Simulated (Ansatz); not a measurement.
**How fast states decay through NaGeI3**

Wanted: the relaxed cell of NaGeI3, its band edges and its decay constants. It is built by putting Na for Cs, I for Br in the CsGeBr3 structure of space group Cm, with the volume rescaled by atomic radii. The parent structure comes from the Materials Project.

Method: LDA DFT, plane waves, PAW files, in the first sound run; inputs show where later runs differ, in Ansatz 0.2.0.

The structure was built from a prototype and need not be the compound's stable phase.

### 1. Set-up

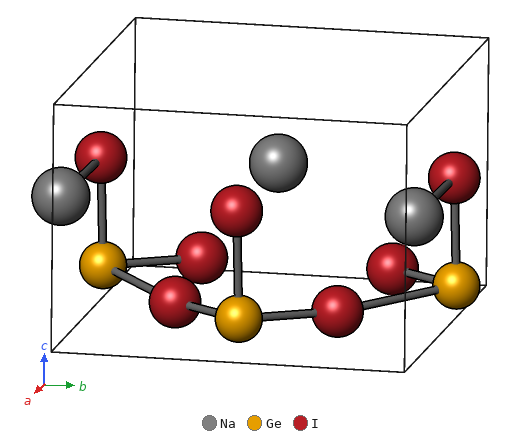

The cell as given, slightly off an axis (sodium grey, germanium orange, iodine red). This picture shows the conventional cell, with its axes. Bonds to atoms that aren't drawn are left out. Some periodic images of atoms are drawn too.

### 2. Cell and atoms at rest

The substituted atoms don't fit the parent's cell, so cell and atoms relax together. A small smearing keeps the run stable in case the gap closes on the way.

The input, input.yaml:

```yaml
crystal:
  lattice:
    - [3.9497556073, -3.9777584501, 0.0]
    - [3.9497556073, 3.9777584501, 0.0]
    - [-0.2477278843, 0.0, 5.5414620986]
  atoms:
    - { symbol: Na, position: [0.898983, 0.898983, 0.593461] }
    - { symbol: Ge, position: [0.369082, 0.369082, 0.129674] }
    - { symbol: I, position: [0.408793, 0.408793, 0.578355] }
    - { symbol: I, position: [0.384334, 0.924608, 0.102805] }
    - { symbol: I, position: [0.924608, 0.384334, 0.102805] }
kpoints:
  mp_grid: { grid: [4, 4, 4] }
scf:
  occupations: { method: gaussian, width: 0.03 }
hamiltonian:
  xc: lda
output:
  forces: true
  stress: true
relax:
  f_tol: 0.02
  max_steps: 60
  cell: {}
```

On the command line:

```bash
$ ansatz run input.yaml --threads 2 --pin off --max-ram 4096MiB --backend cpu --events-out ev --progress --plain --runs-dir out
```

Numbers of over 12 decimals in the logs are rounded to 6 here.

What it wrote:

```text
Engine: ansatz 0.2.0, aarch64-unknown-linux-gnu
Pseudopotentials: kind: paw
Pseudopotential: Na, paw, valence charge 9, recommended cutoff 420 eV (normal), Na.paw.azcp
Pseudopotential: Ge, paw, valence charge 14, recommended cutoff 420 eV (normal), Ge.paw.azcp
Pseudopotential: I, paw, valence charge 17, recommended cutoff 420 eV (normal), I.paw.azcp
Functional definition: SPW92
  exchange = slater_x
  correlation = pw_c
Crystal: 5 atoms, lattice volume = 174.126 Å³
Basis set: ecut = 420 eV, 3403 PW (Γ)
Bands: 45, of which v1, the nominal top of the filled ones, is band 37 counted from 1 (36 counted from 0)
Symmetry: 2 space group operations
Space group: Cm (ITA 8), of the structure as read, at distance tolerance 5.6e-5 Å
k-points: 24 of 64 (time reversal used)
Non-local potential: Na, projectors of the file, l = 0: 3, l = 1: 2, l = 2: 1
Non-local potential: Ge, projectors of the file, l = 0: 2, l = 1: 2, l = 2: 3, l = 3: 1
Non-local potential: I, projectors of the file, l = 0: 2, l = 1: 2, l = 2: 2, l = 3: 2
PAW form: soft (Blöchl's): semilocal exchange-correlation on the pseudo side does not see the compensation charge
PAW frozen core: Na, regenerated for the run's functional, and the local potential with it (the file was generated under x = pbe(κ = 0.804, μ = 0.219515), c = pbe(β = 0.066725))
PAW frozen core: Ge, regenerated for the run's functional, and the local potential with it (the file was generated under x = pbe(κ = 0.804, μ = 0.219515), c = pbe(β = 0.066725))
PAW frozen core: I, regenerated for the run's functional, and the local potential with it (the file was generated under x = pbe(κ = 0.804, μ = 0.219515), c = pbe(β = 0.066725))
PAW one-centre angular grid: Na, 110 points (default); XC on 64 Gauss nodes
PAW one-centre angular grid: Ge, 590 points (default); XC on 64 Gauss nodes
PAW one-centre angular grid: I, 590 points (default); XC on 64 Gauss nodes
Initial density: superposition of atomic densities (neutral atoms: chi_scale 0, normalization atom), corrected by the library's trained network
Initial wavefunctions: pseudopotential atomic-orbital guess
Functional: x = slater, c = lda
SCF iter   1: F=—  HF=-27751.800381 eV  |F-HF|=—  |Δ(HF+E_count)|=         —  Δρ=4.88e-3  dr2=1.54e-2  ethr=1.77e-3  ⟨swp⟩=8.5  Hψ=5112  notcnv=0  defer=8
preconditioner: auto → Resta (q_TF=auto, 2.366 Å⁻¹)  ε∞=3.1  [insulator: Δε(μ)=0.442 eV  Ē_g=9.855 eV  σ=0.030 eV  W_gap=1.00  n_scr=32 (ndim 8)  ℏωp=14.3 eV  f_vac=0.190  D(μ)=0.00/eV (n_scr^D=0)  ε∞_Penn≈3.1]
SCF iter   2: F=—  HF=-27751.794823 eV  |F-HF|=—  |Δ(HF+E_count)|=   5.56e-3  Δρ=2.14e-3  dr2=3.38e-3  ethr=2.08e-5  ⟨swp⟩=2.1  Hψ=2295  notcnv=0  defer=52
SCF iter   3: F=—  HF=-27751.794404 eV  |F-HF|=—  |Δ(HF+E_count)|=   4.19e-4  Δρ=6.08e-4  dr2=3.59e-4  ethr=4.57e-6  ⟨swp⟩=2.2  Hψ=1606  notcnv=0  defer=52
SCF iter   4: F=—  HF=-27751.794387 eV  |F-HF|=—  |Δ(HF+E_count)|=   1.73e-5  Δρ=1.39e-4  dr2=3.95e-5  ethr=4.85e-7  ⟨swp⟩=2.0  Hψ=1385  notcnv=0  defer=52
SCF iter   5: F=—  HF=-27751.794392 eV  |F-HF|=—  |Δ(HF+E_count)|=   5.07e-6  Δρ=4.28e-5  dr2=6.49e-6  ethr=5.33e-8  ⟨swp⟩=2.0  Hψ=1457  notcnv=0  defer=52
SCF iter   6: F=—  HF=-27751.794392 eV  |F-HF|=—  |Δ(HF+E_count)|=   1.48e-7  Δρ=1.37e-5  dr2=5.75e-7  ethr=8.77e-9  ⟨swp⟩=2.0  Hψ=1460  notcnv=0  defer=52
SCF iter   7: F=-27751.794392 eV  HF=-27751.794392 eV  |F-HF|=5.52e-9  |Δ(HF+E_count)|=   9.75e-9  Δρ=4.19e-6  dr2=5.27e-8  ethr=1.35e-10  ⟨swp⟩=5.0  Hψ=3626  notcnv=0
SCF 1 converged in 7 iterations: F = -27751.794392 eV  dr2 = 5.27e-8
  greatest PAW one-centre occupation: 1.000 electrons in one spin orbital (limit 2), on the I atom at site 2 (counted from 0), in its partial waves of l = 2
relax step   1: F+E_penalty+E_count = -27751.79439187 eV  Δ(F+E_penalty+E_count) = +0.000e0 eV  max|allowed force component| = 1.847e0 eV/Å  Δτ_max = 0.0000 Å  P = +4.658 GPa  Ω = 174.126 Å³  (7 SCF iters, dr2 threshold 1.00e-7 eV, accepted)
Crystal: 5 atoms, lattice volume = 182.037 Å³
Basis set: ecut = 420 eV, 3581 PW (Γ)
Initial density: handed on by an earlier stage of this run
Initial wavefunctions: those handed on with the density
iter 1 solved again at ethr=3.00e-4 eV; its pass at ethr=3.10e-3 eV (dr2=2.22e-1 eV) is discarded
SCF iter   1: F=—  HF=-27752.409489 eV  |F-HF|=—  |Δ(HF+E_count)|=         —  Δρ=1.01e-2  dr2=2.27e-1  ethr=3.00e-4  ⟨swp⟩=2.8  Hψ=6229  notcnv=0
preconditioner: auto → Resta (q_TF=auto, 2.348 Å⁻¹)  ε∞=3.2  [insulator: Δε(μ)=0.616 eV  Ē_g=9.504 eV  σ=0.030 eV  W_gap=1.00  n_scr=32 (ndim 8)  ℏωp=14.0 eV  f_vac=0.195  D(μ)=0.00/eV (n_scr^D=0)  ε∞_Penn≈3.2]
SCF iter   2: F=—  HF=-27752.348385 eV  |F-HF|=—  |Δ(HF+E_count)|=   6.11e-2  Δρ=4.83e-3  dr2=4.25e-2  ethr=3.00e-4  ⟨swp⟩=3.3  Hψ=1688  notcnv=0  defer=2
SCF iter   3: F=—  HF=-27752.335596 eV  |F-HF|=—  |Δ(HF+E_count)|=   1.28e-2  Δρ=9.71e-4  dr2=1.33e-3  ethr=5.74e-5  ⟨swp⟩=3.0  Hψ=1935  notcnv=0  defer=36
SCF iter   4: F=—  HF=-27752.335083 eV  |F-HF|=—  |Δ(HF+E_count)|=   5.13e-4  Δρ=3.06e-4  dr2=2.12e-4  ethr=1.80e-6  ⟨swp⟩=2.0  Hψ=1571  notcnv=0  defer=36
SCF iter   5: F=—  HF=-27752.335020 eV  |F-HF|=—  |Δ(HF+E_count)|=   6.23e-5  Δρ=9.55e-5  dr2=2.81e-5  ethr=2.87e-7  ⟨swp⟩=2.0  Hψ=1419  notcnv=0  defer=36
SCF iter   6: F=—  HF=-27752.335019 eV  |F-HF|=—  |Δ(HF+E_count)|=   1.52e-6  Δρ=2.99e-5  dr2=2.83e-6  ethr=3.80e-8  ⟨swp⟩=2.6  Hψ=1790  notcnv=0  defer=36
SCF iter   7: F=-27752.335019 eV  HF=-27752.335019 eV  |F-HF|=6.04e-8  |Δ(HF+E_count)|=   1.57e-7  Δρ=7.49e-6  dr2=1.72e-7  ethr=6.76e-10  ⟨swp⟩=4.9  Hψ=3547  notcnv=0
SCF 2 converged in 7 iterations: F = -27752.335019 eV  dr2 = 1.72e-7
relax step   2: F+E_penalty+E_count = -27752.33501864 eV  Δ(F+E_penalty+E_count) = -5.406e-1 eV  max|allowed force component| = 3.837e-2 eV/Å  Δτ_max = 0.1948 Å  P = +0.973 GPa  Ω = 182.037 Å³  energy of the carried Pulay correction = -1.272e-3 eV  (7 SCF iters, dr2 threshold 5.00e-7 eV, accepted)
Crystal: 5 atoms, lattice volume = 186.272 Å³
Basis set: ecut = 420 eV, 3669 PW (Γ)
iter 1 solved again at ethr=8.70e-6 eV; its pass at ethr=3.10e-3 eV (dr2=6.44e-3 eV) is discarded
SCF iter   1: F=—  HF=-27752.356515 eV  |F-HF|=—  |Δ(HF+E_count)|=         —  Δρ=1.45e-3  dr2=6.71e-3  ethr=8.70e-6  ⟨swp⟩=3.1  Hψ=5762  notcnv=0
preconditioner: auto → Resta (q_TF=auto, 2.339 Å⁻¹)  ε∞=3.2  [insulator: Δε(μ)=0.521 eV  Ē_g=9.412 eV  σ=0.030 eV  W_gap=1.00  n_scr=32 (ndim 8)  ℏωp=13.9 eV  f_vac=0.201  D(μ)=0.00/eV (n_scr^D=0)  ε∞_Penn≈3.2]
SCF iter   2: F=—  HF=-27752.354433 eV  |F-HF|=—  |Δ(HF+E_count)|=   2.08e-3  Δρ=6.66e-4  dr2=9.99e-4  ethr=8.70e-6  ⟨swp⟩=2.0  Hψ=1499  notcnv=0
[...]
relax step   7: F+E_penalty+E_count = -27752.42109310 eV  Δ(F+E_penalty+E_count) = -4.748e-2 eV  max|allowed force component| = 2.191e-1 eV/Å  Δτ_max = 0.1950 Å  P = -0.051 GPa  Ω = 191.007 Å³  energy of the carried Pulay correction = -2.647e-3 eV  (7 SCF iters, dr2 threshold 5.00e-7 eV, accepted)
relax step   8: F+E_penalty+E_count = -27752.48361587 eV  Δ(F+E_penalty+E_count) = -6.252e-2 eV  max|allowed force component| = 2.187e-1 eV/Å  Δτ_max = 0.1950 Å  P = +0.187 GPa  Ω = 190.452 Å³  energy of the carried Pulay correction = -2.564e-3 eV  (7 SCF iters, dr2 threshold 5.00e-7 eV, accepted)
relax step   9: F+E_penalty+E_count = -27752.54051968 eV  Δ(F+E_penalty+E_count) = -5.690e-2 eV  max|allowed force component| = 1.659e-1 eV/Å  Δτ_max = 0.1954 Å  P = +0.278 GPa  Ω = 192.108 Å³  energy of the carried Pulay correction = -2.811e-3 eV  (7 SCF iters, dr2 threshold 5.00e-7 eV, accepted)
relax step  10: F+E_penalty+E_count = -27752.59876516 eV  Δ(F+E_penalty+E_count) = -5.825e-2 eV  max|allowed force component| = 2.107e-1 eV/Å  Δτ_max = 0.1952 Å  P = +0.192 GPa  Ω = 195.481 Å³  energy of the carried Pulay correction = -3.308e-3 eV  (7 SCF iters, dr2 threshold 5.00e-7 eV, accepted)
relax step  11: F+E_penalty+E_count = -27752.63649169 eV  Δ(F+E_penalty+E_count) = -3.773e-2 eV  max|allowed force component| = 6.517e-2 eV/Å  Δτ_max = 0.1804 Å  P = -0.045 GPa  Ω = 198.792 Å³  energy of the carried Pulay correction = -3.787e-3 eV  (7 SCF iters, dr2 threshold 5.00e-7 eV, accepted)
relax step  12: F+E_penalty+E_count = -27752.63487003 eV  Δ(F+E_penalty+E_count) = +1.622e-3 eV  max|allowed force component| = 3.845e-2 eV/Å  Δτ_max = 0.0652 Å  P = -0.237 GPa  Ω = 202.216 Å³  energy of the carried Pulay correction = -4.274e-3 eV  (7 SCF iters, dr2 threshold 2.65e-7 eV, rejected (line search))
relax step  13: F+E_penalty+E_count = -27752.64015263 eV  Δ(F+E_penalty+E_count) = -3.661e-3 eV  max|allowed force component| = 1.701e-2 eV/Å  Δτ_max = 0.0367 Å  P = +0.013 GPa  Ω = 199.093 Å³  energy of the carried Pulay correction = -3.830e-3 eV  (10 SCF iters, accepted)
relax step  14: F+E_penalty+E_count = -27752.63998540 eV  Δ(F+E_penalty+E_count) = +1.672e-4 eV  max|allowed force component| = 2.805e-2 eV/Å  Δτ_max = 0.0205 Å  P = -0.030 GPa  Ω = 199.388 Å³  energy of the carried Pulay correction = -3.872e-3 eV  (6 SCF iters, dr2 threshold 1.12e-8 eV, rejected (line search))
relax step  15: F+E_penalty+E_count = -27752.64045909 eV  Δ(F+E_penalty+E_count) = -3.065e-4 eV  max|allowed force component| = 6.837e-3 eV/Å  Δτ_max = 0.0103 Å  P = +0.014 GPa  Ω = 198.921 Å³  energy of the carried Pulay correction = -3.805e-3 eV  (9 SCF iters, accepted)
relax step  16: F+E_penalty+E_count = -27752.64660977 eV  Δ(F+E_penalty+E_count) = -6.151e-3 eV  max|allowed force component| = 6.538e-3 eV/Å  Δτ_max = 0.0000 Å  P = +0.059 GPa  Ω = 198.921 Å³  stress off target by 1.27e-1 GPa  SCF on the basis re-selected at this cell (its energy is not comparable with the rows above)  (8 SCF iters)
relax step  17: F+E_penalty+E_count = -27752.64725782 eV  Δ(F+E_penalty+E_count) = -6.481e-4 eV  max|allowed force component| = 3.206e-3 eV/Å  Δτ_max = 0.0333 Å  P = +0.021 GPa  Ω = 199.617 Å³  energy of the carried Pulay correction = -9.632e-5 eV  (7 SCF iters, dr2 threshold 4.06e-8 eV, accepted)
relax step  18: F+E_penalty+E_count = -27752.64745127 eV  Δ(F+E_penalty+E_count) = -1.934e-4 eV  max|allowed force component| = 4.860e-3 eV/Å  Δτ_max = 0.0341 Å  P = -0.004 GPa  Ω = 200.239 Å³  energy of the carried Pulay correction = -1.830e-4 eV  (7 SCF iters, dr2 threshold 9.78e-9 eV, accepted)
iter 1 solved again at ethr=3.36e-7 eV; its pass at ethr=3.10e-3 eV (dr2=2.49e-4 eV) is discarded
SCF iter   1: F=—  HF=-27752.647022 eV  |F-HF|=—  |Δ(HF+E_count)|=         —  Δρ=3.17e-4  dr2=4.21e-6  ethr=3.36e-7  ⟨swp⟩=3.5  Hψ=7788  notcnv=0
preconditioner: auto → Resta (q_TF=auto, 2.311 Å⁻¹)  ε∞=3.0  [insulator: Δε(μ)=0.812 eV  Ē_g=9.472 eV  σ=0.030 eV  W_gap=1.00  n_scr=36 (ndim 8)  ℏωp=13.4 eV  f_vac=0.235  D(μ)=0.00/eV (n_scr^D=0)  ε∞_Penn≈3.0]
SCF iter   2: F=—  HF=-27752.647465 eV  |F-HF|=—  |Δ(HF+E_count)|=   4.43e-4  Δρ=1.60e-4  dr2=1.07e-6  ethr=5.68e-9  ⟨swp⟩=1.6  Hψ=1137  notcnv=0
SCF iter   3: F=—  HF=-27752.647613 eV  |F-HF|=—  |Δ(HF+E_count)|=   1.48e-4  Δρ=7.17e-7  dr2=1.00e-9  ethr=1.44e-9  ⟨swp⟩=1.1  Hψ=1085  notcnv=0
SCF iter   4: F=—  HF=-27752.647613 eV  |F-HF|=—  |Δ(HF+E_count)|=  4.98e-10  Δρ=2.02e-7  dr2=2.41e-10  ethr=1.00e-12  ⟨swp⟩=6.0  Hψ=4480  notcnv=0
SCF iter   5: F=—  HF=-27752.647613 eV  |F-HF|=—  |Δ(HF+E_count)|=  2.22e-10  Δρ=1.10e-7  dr2=5.64e-11  ethr=1.00e-12  ⟨swp⟩=1.7  Hψ=1100  notcnv=0
SCF iter   6: F=-27752.647613 eV  HF=-27752.647613 eV  |F-HF|=1.46e-11  |Δ(HF+E_count)|=  4.37e-11  Δρ=3.80e-8  dr2=6.39e-12  ethr=1.00e-12  ⟨swp⟩=4.8  Hψ=3493  notcnv=0
SCF 19 converged in 6 iterations: F = -27752.647613 eV  dr2 = 6.39e-12
relax step  19: F+E_penalty+E_count = -27752.64761342 eV  Δ(F+E_penalty+E_count) = -1.621e-4 eV  max|allowed force component| = 4.863e-3 eV/Å  Δτ_max = 0.0000 Å  P = -0.005 GPa  Ω = 200.239 Å³  stress off target by 1.48e-2 GPa  SCF on the basis re-selected at this cell (its energy is not comparable with the rows above)  (6 SCF iters)
basis re-selected at this cell: Δ(F+E_penalty+E_count) = -1.621e-4 eV, ΔP = -0.001 GPa vs the last step (what re-selecting the basis moved, of the pressure what is left beyond the Pulay correction that the steps carried, after the strain that the cell walked since its last selection, with what the two solves' SCF thresholds leave and, on support functions, any second-order correction that the steps lacked; it is no m [...]
SCF converged after 6 iterations
Free energy (F): -27752.647613 eV
Harris-Foulkes:  -27752.647613 eV  (|F-HF|=1.46e-11)
Internal energy: -27752.647613 eV  (E = F + TS)
E sigma→0 (E₀):  -27752.647613 eV
Fermi energy:    4.493454 eV
--- Per-component energies (eV) ---
  E_band       = -1671.328339
  E_kinetic    = 800.862794
  E_local      = -11462.651842  (includes V_loc(G=0)·N_el)
  E_nonlocal   = 275.404260
  E_hartree    = 5410.107579
  E_xc         = -495.239296
  E_vxc        = -500.491254  (∫ρ·V_xc dr)
  E_paw        = -16159.459748  (= ΣΔE_a)
  E_vpaw       = -1604.667999  (= ΣTr[D̂ρ^β])
  E_aug_tail   = 0.000435  (compensation charges beyond the density's cutoff)
  E_ewald      = -6126.064657
  E_core_change = 4.392861  (= ΣΔE_core)
  E_smearing   = -0.000000  (= −TS)
  E_closure    = -0.000000  (closes the sum)
  Σ components = -27752.647613   (vs F -27752.647613, Δ=0.00e0)
--- Forces (eV/Å), atoms counted from 1 ---
  atom   1  Na     0.00204948     0.00000000     0.00048978
  atom   2  Ge    -0.00486120     0.00000000    -0.00144760
  atom   3  I     -0.00178900     0.00000000    -0.00224074
  atom   4  I      0.00230600     0.00398299     0.00159867
  atom   5  I      0.00230600    -0.00398299     0.00159867
  max |Σ_I F_I| component: 1.13e-5 eV/Å
--- Stress (GPa, compression-positive) ---
       -0.011578       0.000000       0.008223
        0.000000      -0.009005       0.000000
        0.008223       0.000000       0.006226
  P = ⅓ Tr σ = -0.0048 GPa (-0.048 kbar)
--- Relaxed structure (17 steps of the walk, 15 accepted, 2 SCFs on fresh bases) ---
  F+E_penalty+E_count = -27752.64761342 eV   max|allowed force component| = 4.863e-3 eV/Å   (the final SCF, on the basis selected at the relaxed cell)
  cell:  # Å, volume = 200.2395 Å³
    - [4.431850, -3.936952, 0.073999]
    - [4.431850, 3.936952, 0.073999]
    - [-0.174146, -8.451423720976038e-18, 5.735278]
  atoms:
    - { symbol: Na, position: [0.762897, 0.762897, 0.598282] }
    - { symbol: Ge, position: [0.396499, 0.396499, 0.111387] }
    - { symbol: I, position: [0.424328, 0.424328, 0.599213] }
    - { symbol: I, position: [0.467500, 0.934576, 0.099109] }
    - { symbol: I, position: [0.934576, 0.467500, 0.099109] }
```

Wall time 2.6 min (2 threads of Arm Neoverse V1, shared host); peak memory 0.49 GiB; 5.2 min of CPU time.

Step by step:

```csv
step,energy less that of the first step (eV),largest force component (eV/Å),pressure (GPa),volume (Å³)
1,0.0000,1.8468,4.66,174.13
2,-0.5406,0.0384,0.97,182.04
3,-0.5596,0.0323,0.42,186.27
4,-0.5654,0.0442,0.02,189.57
5,-0.5695,0.0773,-0.10,190.72
6,-0.5792,0.1239,-0.15,191.26
7,-0.6267,0.2191,-0.05,191.01
8,-0.6892,0.2187,0.19,190.45
9,-0.7461,0.1659,0.28,192.11
10,-0.8044,0.2107,0.19,195.48
11,-0.8421,0.0652,-0.05,198.79
12,-0.8405,0.0384,-0.24,202.22
13,-0.8458,0.0170,0.01,199.09
14,-0.8456,0.0280,-0.03,199.39
15,-0.8461,0.0068,0.01,198.92
16*,-0.8522,0.0065,0.06,198.92
17,-0.8529,0.0032,0.02,199.62
18,-0.8531,0.0049,0.00,200.24
19*,-0.8532,0.0049,0.00,200.24
```

Relaxation steps marked * repeat the geometry before them on a plane-wave basis chosen anew for their cell, so energy and pressure can jump there. Relaxation steps 12, 14 were tried and not accepted.

The run keeps the 2 symmetry operations that it works with, so distortions that break them were not tested.

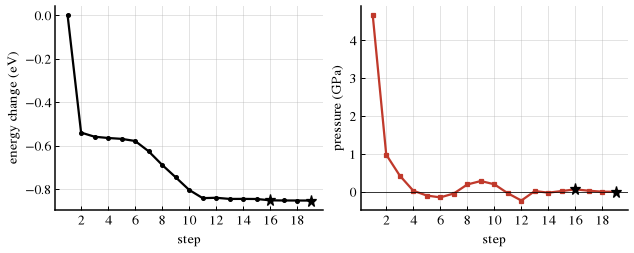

Energy and pressure along the relaxation. Stars mark steps on a basis chosen anew.

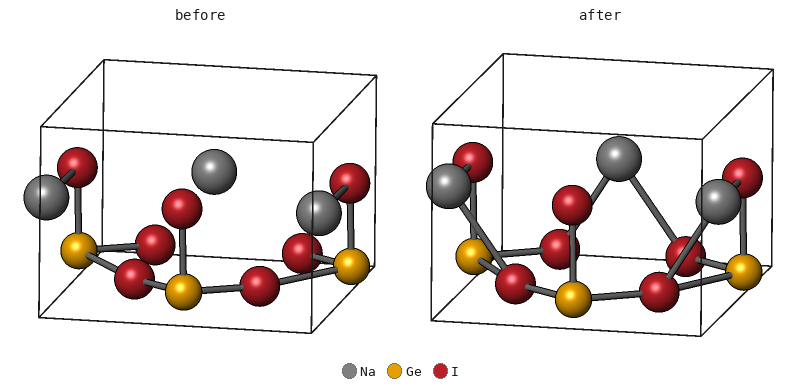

Before and after, at one scale. Bonds to atoms that aren't drawn are left out.

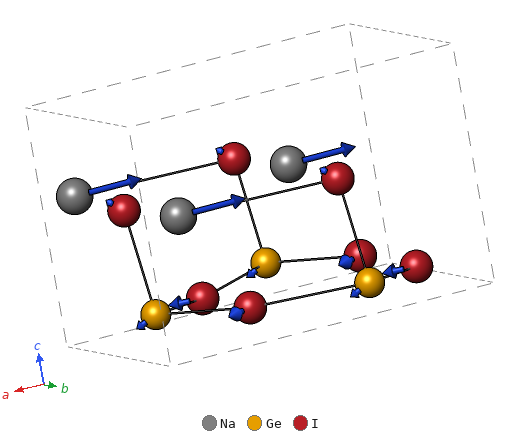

Displacements in the relaxation, scaled, measured against the changing cell; the longest in the cell stands for 1.21 Å. Bonds to atoms that aren't drawn are left out. Some periodic images of atoms are drawn too.

```csv
cell as run,before,after,change
a (Å),5.606,5.928,+5.8 %
b (Å),5.606,5.928,+5.8 %
c (Å),5.547,5.738,+3.4 %
α (°),91.80,90.59,-1.3 %
β (°),91.80,90.59,-1.3 %
γ (°),90.40,83.22,-7.9 %
volume (Å³/atom),34.83,40.05,+15.0 %
```

The atoms that moved most (Å, as changes of fractional coordinates times the final cell):

```csv
atom,dx,dy,dz,length
Na1,-1.207,0.000,0.008,1.207
I5,0.413,0.288,-0.014,0.504
I4,0.413,-0.288,-0.014,0.504
Ge2,0.246,0.000,-0.101,0.266
I3,0.134,0.000,0.122,0.181
```

Numbers from this step:

- free energy: -27752.6476 eV
- Fermi energy: 4.493 eV
- pressure: -0.004786 GPa

The largest force component on a free atom ends at 0.0049 eV/Å.

(Part 1 of 3 ends here.)

[Logs are printed without paths, hosts, clocks, repeated set-up lines and the standing remarks that a program may print on its own settings, such as how far it seeks lower states.]

[Hosts, paths, dates, database ids (printed as entryN), source tags and the programs' standing remarks are cut or masked in the printed files.]
